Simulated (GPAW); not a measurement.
A computed N K-edge spectrum of one site in a crystal of N and Ta, with its zero at a photon energy of about 395.1 eV (raw 402.8 eV, less 7.8 eV of added terms; LDA puts this hole about 4 eV below PBE, itself good to a few eV). Method: GPAW, LDA, excited-electron core hole (neutral cell) in a small cell, dipole transitions, broadening that rises with energy, without spin-orbit coupling.

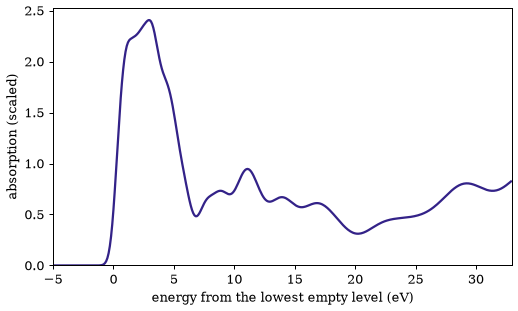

Energy from the lowest empty level; intensity scaled to a mean of 1 over the first 20 eV.

Q: Which coordination does this site have?

A K edge sees empty p states; the first features are N p mixed into the empty d states of the Ta neighbours, and the broad ones above probably into the cations' higher empty bands. It is atom 2 of TaN (P-6m2), with 6 Ta at 2.23 Å (trigonal prismatic, site symmetry -6m2). Its main maxima below 24 eV lie at 2.9 eV (2.41) and 11.1 eV (0.95). A near-edge spectrum doesn't fix the structure by itself; it is matched against candidates. The mesh is coarse (0.25 Å⁻¹ between points), so small maxima may be mesh ripples. The structure is a published determination, not relaxed.

[Hosts, paths, dates, database ids (printed as entryN), source tags and the programs' standing remarks are cut or masked in the printed files.]

[Lists of maxima count a maximum above −3 eV only where it reaches 4 % of the highest in the window and stands out from its surroundings by 2 % of it (1.5 % where it reaches 55 %); shoulders and weaker maxima are passed over, and of the rest the first, up to two pre-edge ones and the few strongest are named.]
